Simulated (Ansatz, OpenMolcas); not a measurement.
CH4AlClO (SMILES C[O][AlH][Cl]): the vertical energy of the triplet above the singlet, rung by rung

CH4AlClO: 8 atoms, total charge 0, spin state singlet. SMILES: `C[O][AlH][Cl]`. The shape is that of a PBE0-D4/def2-TZVP optimisation. This is one conformer, not always the lowest.

Quantity: the vertical energy of the triplet above the singlet, in eV. The values are calculated.

```csv
level,kind,program,value (eV),less CCSD(T)/6-31G*,CPU time (all runs)
SVWN5/6-31G* (spherical functions),LDA,OpenMolcas,5.71,-0.97,78 s
revPBE/6-31G* (spherical functions),GGA,Ansatz,5.62,-1.06,25 s
M06-L/6-31G* (spherical functions),meta-GGA,OpenMolcas,6.14,-0.54,3.4 min
r2SCAN0/6-31G* (spherical functions),hybrid meta-GGA,Ansatz,6.23,-0.45,68 s
PBE-QIDH/6-31G* (spherical functions),double hybrid,Ansatz,6.68,0.00,50 s
RPA@PBE/6-31G* (spherical functions),RPA,Ansatz,5.57,-1.11,38 s
RPA@PBE0/6-31G* (spherical functions),RPA,Ansatz,6.36,-0.32,53 s
MP2/6-31G* (spherical functions),perturbation theory,Ansatz,7.15,+0.47,15 s
CCSD(T)/6-31G* (spherical functions),coupled cluster or CI,Ansatz,6.68,0.00,45 s
```

CCSD(T)/6-31G* (spherical functions) is the highest level here, not the true value. The values span 5.57 to 7.15 eV. A triplet this far above the singlet is often a Rydberg-like or dissociative state; sets without diffuse functions put Rydberg states too high. The second state's dipole differs much between rows, so they may not all be the same state. CPU times are rough (shared hosts, several kinds of processor and program).

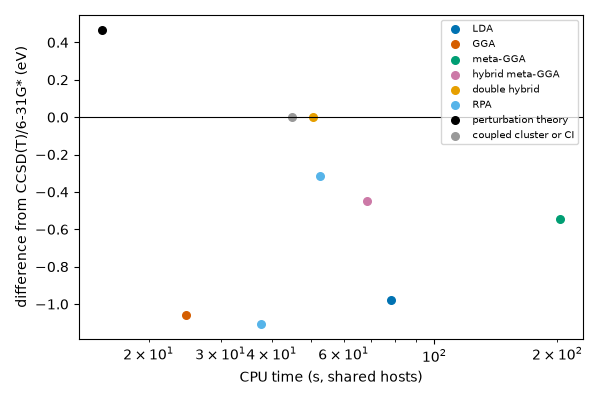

Difference from CCSD(T)/6-31G* against processor time, one point a level.
